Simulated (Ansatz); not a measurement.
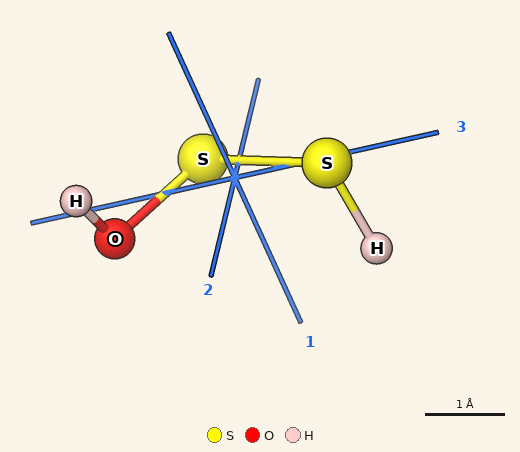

The three principal axes of inertia are drawn and numbered. Depth is shown by fading: the farther an atom, the more it takes the colour of the background. The geometry was computed by an optimisation with PBE0-D4/def2-TZVP. No frequency run is at hand to confirm it as a minimum. Masses are those of the most abundant isotopes; constants are for the rigid equilibrium geometry.

Question: Which line is the a axis (least moment of inertia), which b and which c?

Answer: a is line 3, b is line 2, c is line 1; the moments are 23.6, 113, 131 u Å².

Question: Classify the rotor and give the rotational constants (cm⁻¹).

Answer: An asymmetric top (C1): A = 0.715, B = 0.150, C = 0.128 cm⁻¹. Ray's parameter κ is −0.93, close to the prolate limit.
